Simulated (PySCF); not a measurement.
# H2O4W (W(O)3(H2O)): the cost of one run

Method: PBE, W def2-SVP with ECP60, O def2-SVP, H def2-SVP; scalar-relativistic core potentials, no spin–orbit coupling; program: PySCF 2.14.0.

1 further run of the same task is left out (for a known fault of the program).

## 1. The starting structure

7 atoms, charge 0, spin multiplicity 1.

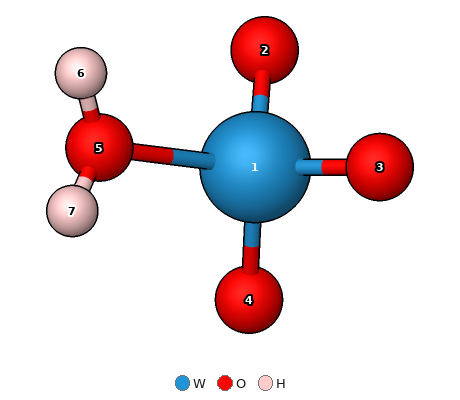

The geometry (tungsten blue, oxygen red, hydrogen pink); atoms are numbered from 1 in the order of the file.

As a file:

```
W     0.07520   -0.02012    0.02012
O     1.07581    0.94177    1.08103
O    -1.01334   -0.98571    0.98571
O     1.07581   -1.08103   -0.94177
O    -1.11118    1.28613   -1.28613
H    -1.61121    2.04853   -0.93064
H    -1.61121    0.93064   -2.04853
```

Formal oxidation states: W +6. An earlier session relaxed this geometry at PBE, W def2-SVP with ECP60, O def2-SVP, H def2-SVP (singlet, point group Cs).

Its energy there is -368.847581 Eh.

## 2. Multiplicity 3 at the relaxed geometry

Contents of run.py (the lines that set the calculation):

```python
mol = gto.M(atom='''
W      0.07520    -0.02012     0.02012
O      1.07581     0.94177     1.08103
O     -1.01334    -0.98571     0.98571
O      1.07581    -1.08103    -0.94177
O     -1.11118     1.28613    -1.28613
H     -1.61121     2.04853    -0.93064
H     -1.61121     0.93064    -2.04853''',
    basis={'W': 'def2-SVP', 'O': 'def2-SVP', 'H': 'def2-SVP'},
    ecp={'W': 'def2-SVP'},
    charge=0, spin=2)
mf = dft.UKS(mol, xc='PBE')
mf.grids.atom_grid = (50, 194)
mf = mf.density_fit()  # fitting sets: W def2-universal-JKFIT, O def2-universal-JKFIT, H def2-universal-JKFIT
mf.conv_tol = 1e-08; mf.max_cycle = 55
mf.kernel(dm0)  # dm0: free metal ions and neutral atoms
```

Command:

```console
> OMP_NUM_THREADS=2 python run.py
```

**Question.** How long does this run take on 2 threads of Arm Neoverse V2, shared host?

About 4.9 s.
